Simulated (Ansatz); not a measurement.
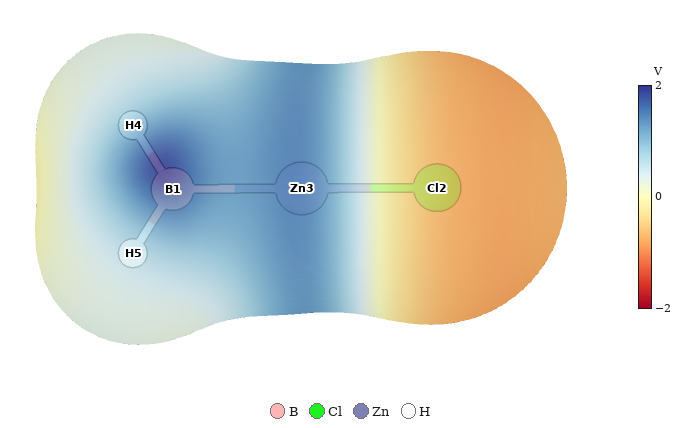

Figure. BClH2Zn (SMILES [BH2][Zn][Cl]). The molecular electrostatic potential painted on the density surface at 0.001 e/bohr³, seen at a tilt; red is negative and blue positive.

Geometry: BLYP-D3(BJ)/def2-SVP.

The calculation used isolated molecule in a Gaussian basis; Kohn-Sham density functional theory, functional PBE0 (Ansatz 0.2.0).

The calculation's input:

```
crystal:
  periodic: [false, false, false]
  atoms:
    - {symbol: B, position_ang: [0.514893, 1.187118, -0.675946]}
    - {symbol: Cl, position_ang: [-0.970547, -2.723744, -0.410724]}
    - {symbol: Zn, position_ang: [-0.210255, -0.721710, -0.546774]}
    - {symbol: H, position_ang: [1.188036, 1.666838, 0.212350]}
    - {symbol: H, position_ang: [0.288492, 1.883350, -1.643576]}
basis:
  gaussian: {orbitals: def2-TZVPD}
output: {forces: true, orbitals: {seedname: orbitals}}
hamiltonian: {xc: {name: PBE0}}
```

Run with:

```sh
ansatz run input.yaml --threads 2 --pin off --max-ram 4350MiB --events-out events.jsonl --progress --plain --runs-dir runs
```

Describe the electrostatic potential map.

The most negative region (about −0.8 V, or −18 kcal/mol for a unit charge) lies over Cl2, the most positive (about +1.8 V, or +42 kcal/mol for a unit charge) over B1.

What dipole moment does the calculation give?

Its dipole moment is 2.76 D.
